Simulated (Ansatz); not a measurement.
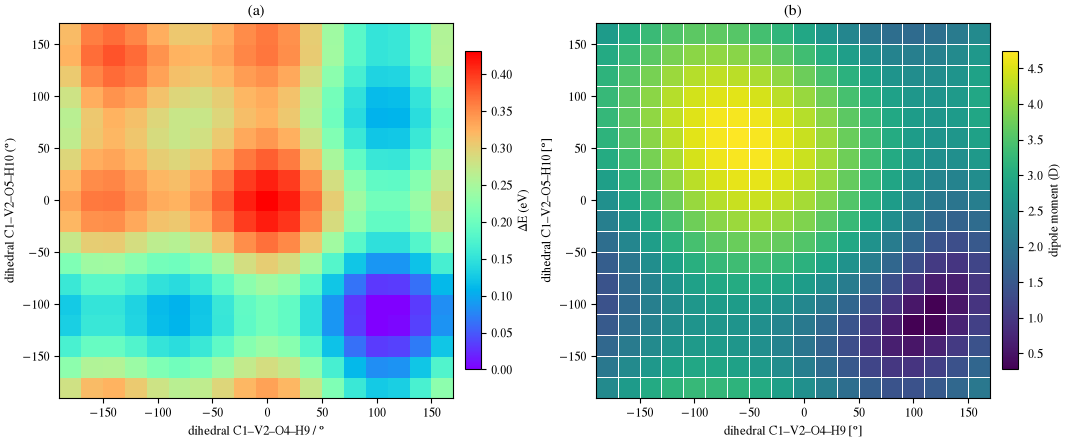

CH5O3V, SMILES [CH3][V](=[O])([OH])[OH]. The first coordinate is: dihedral C1–V2–O4–H9; the second: dihedral C1–V2–O5–H10. Nothing is relaxed (all other coordinates rigid). Grid: 18 × 18 points; 204 points were computed and 120 follow by symmetry. All energies are given in eV relative to the lowest grid point. Computed with RHF/def2-SVP (Ansatz).

Panel (a) is the energy; panel (b) is the computed dipole moment, in D.

The picture shows one coloured cell a grid point.

> How does the dipole moment vary over the map, and what is it at the lowest grid point?

Leaving out the highest fifth of the energies, it runs from 0.27 D at dihedral C1–V2–O4–H9 = 100°, dihedral C1–V2–O5–H10 = −120° to 4.74 D at dihedral C1–V2–O4–H9 = −60°, dihedral C1–V2–O5–H10 = 60°. At the lowest grid point, dihedral C1–V2–O4–H9 = 100°, dihedral C1–V2–O5–H10 = −100°, it is 0.54 D.
